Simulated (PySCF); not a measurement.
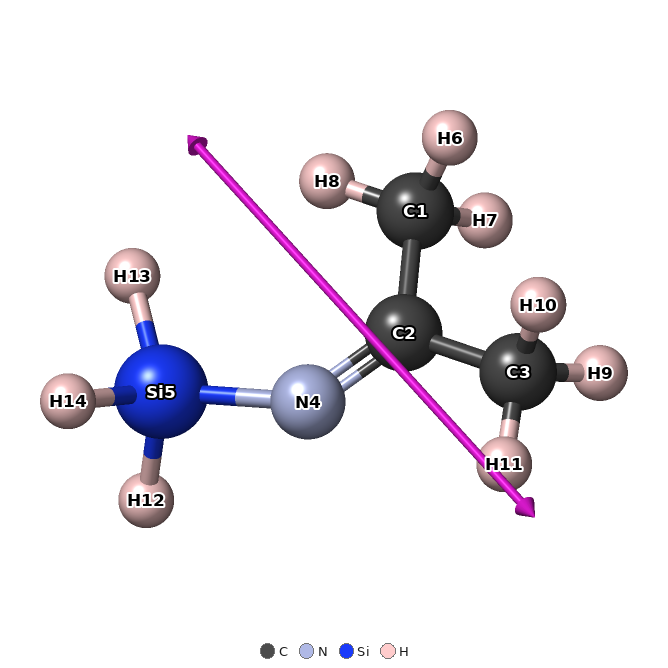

The double arrow shows the direction of the transition dipole to excited singlet state 2 (its length means nothing). Computed geometry: PBE0-D3(BJ)/def2-SVP optimisation. No frequency run is at hand to confirm it as a minimum. Properties computed with TDDFT PBE0/aug-cc-pVDZ, vertical, gas phase, core orbitals frozen in the response (PySCF 2.14.0).

Where does the transition lie, and how strong is it?

5.55 eV (224 nm), oscillator strength 0.020, mainly HOMO → LUMO+1 (weight 0.95); transition dipole 0.98 D.
